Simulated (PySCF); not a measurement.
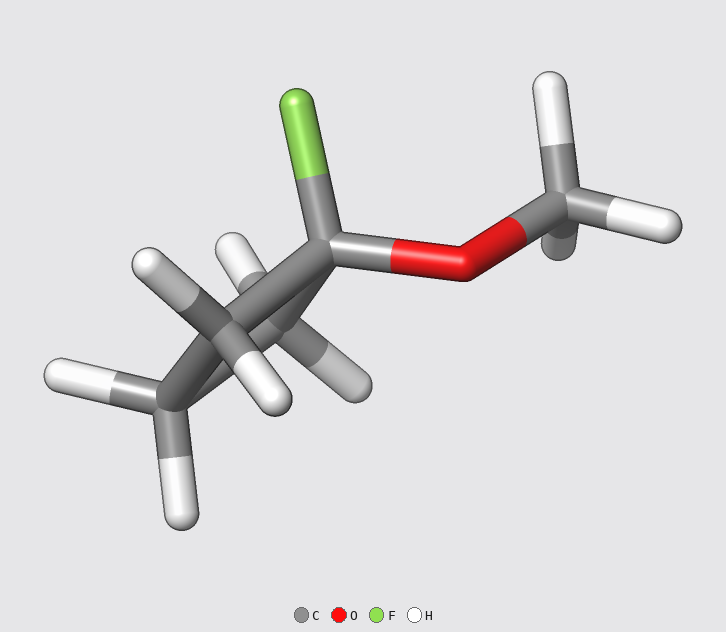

Stick drawing of a structure. Every bond is drawn as one stick, whatever its order.

The computed structure is the end point of a GFN2-xTB optimisation. No frequency run is at hand to confirm it as a minimum.

What is the molecular formula?

C₅H₉FO, 16 atoms: 5 carbon, 9 hydrogen, 1 fluorine and 1 oxygen.

Does it have rings?

Independent rings (smallest set): 1 of 4 members.

Give the symmetry (Schoenflies symbol).

C1.

Name some functional groups or characteristic bonds that it holds.

Among them: ether, C–F bond.

More results for the same structure follow; atom numbers are the same in all pictures, views and colours differ.

## Geometry

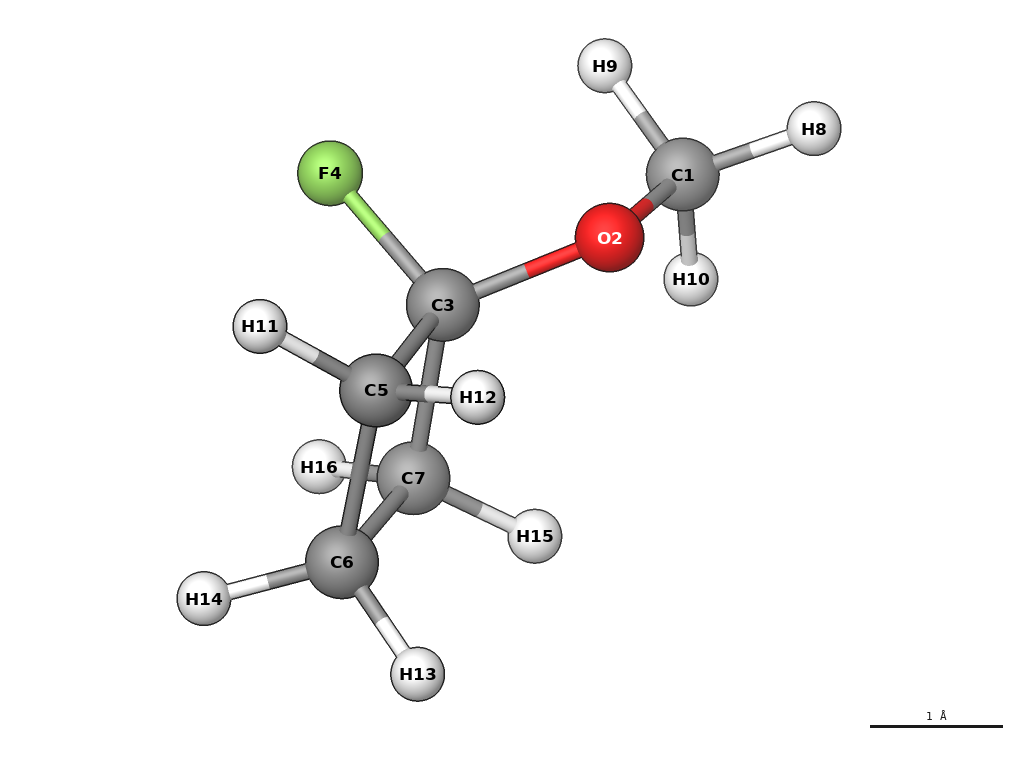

Numbered structure. No frequency run is at hand to confirm it as a minimum.

List the bonds and their lengths.

```
  bond  length (Å)   order
 C1–O2       1.418  single
 C1–H8       1.087  single
 C1–H9       1.093  single
C1–H10       1.094  single
 O2–C3       1.371  single
 C3–F4       1.395  single
 C3–C5       1.533  single
 C3–C7       1.542  single
 C5–C6       1.539  single
C5–H11       1.086  single
C5–H12       1.086  single
 C6–C7       1.539  single
C6–H13       1.087  single
C6–H14       1.087  single
C7–H15       1.087  single
C7–H16       1.087  single
```

## Dipole moment

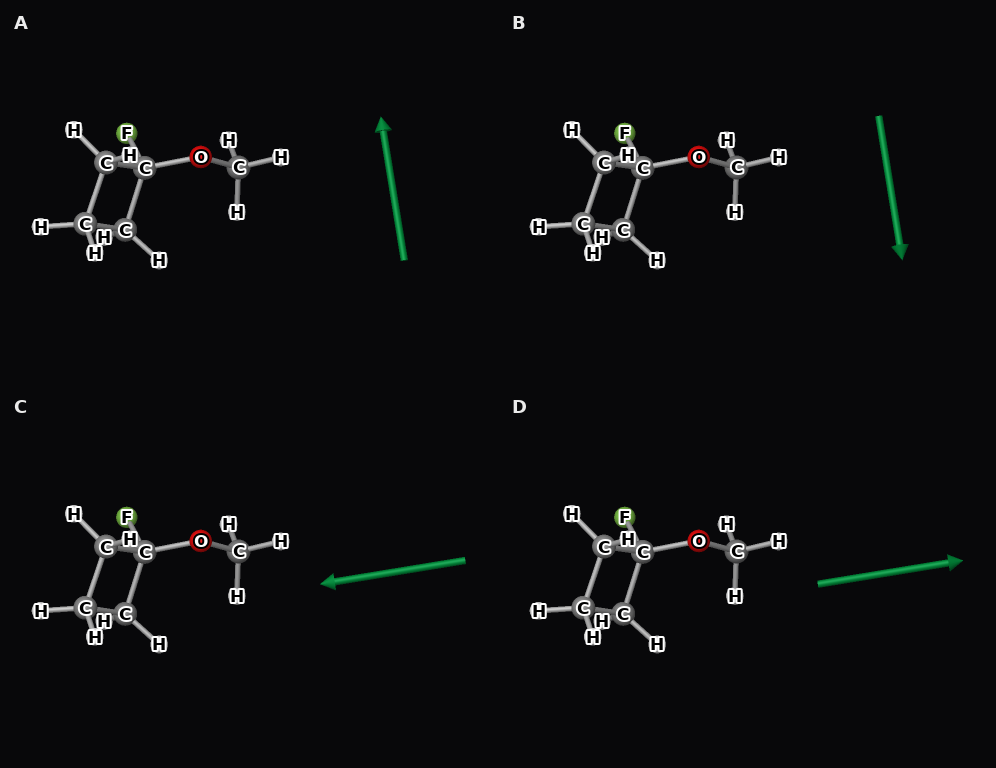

The same molecule four times, each with an arrow. No frequency run is at hand to confirm it as a minimum. Method: PBE0/def2-SVPD, gas phase (PySCF 2.14.0).

Which arrow points along the dipole moment, from the negative to the positive end?

B. The dipole moment is 1.66 D.

## Ring current

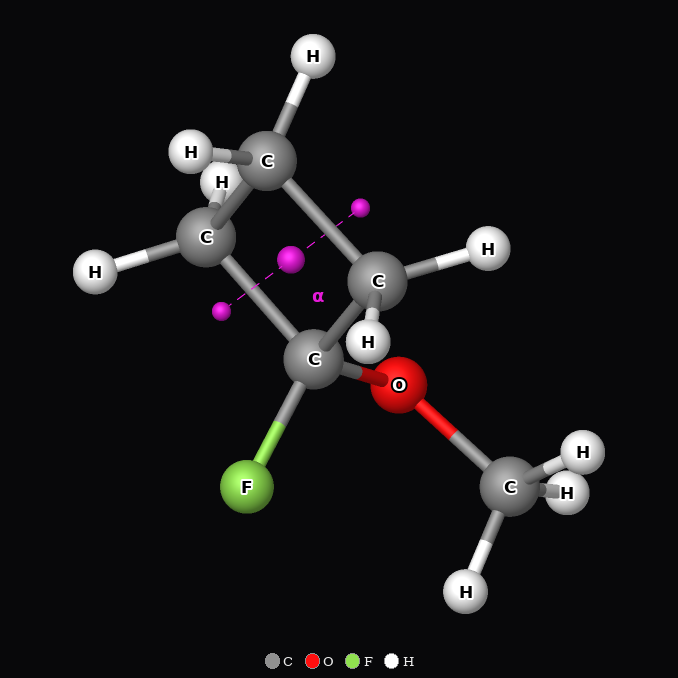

The small points mark where nucleus-independent chemical shifts (NICS) were computed: at the centre of each lettered ring and 1 Å above and below it. No frequency run is at hand to confirm it as a minimum. Properties computed with GIAO PBE0/pcSseg-1 NMR shielding, non-relativistic, gas phase (PySCF 2.14.0).

Give NICS(0), NICS(1) and the out-of-plane component NICS(1)zz for each ring (means of the two sides).

```json
{"ring": "α", "members": "C4", "NICS(0)": "0.0", "NICS(1)": "−0.6", "NICS(1)zz": "2.5"}
```

Values in ppm.

## Quadrupole coupling

No frequency run is at hand to confirm it as a minimum. Electric field gradients from the ground-state density, PBE0/pcSseg-1 (PySCF 2.14.0), non-relativistic apart from any core potentials.

Give the largest field-gradient component, the quadrupole coupling constant and the asymmetry for 17O at O2 (Q = −25.6 mb), 2H at H8 (Q = 2.86 mb), 2H at H9 (Q = 2.86 mb).

```tsv
atom	V_zz (a.u.)	e²qQ/h (MHz)	η
O2	1.960	−11.79	0.89
H8	0.308	0.207	0.07
H9	0.294	0.197	0.07
```
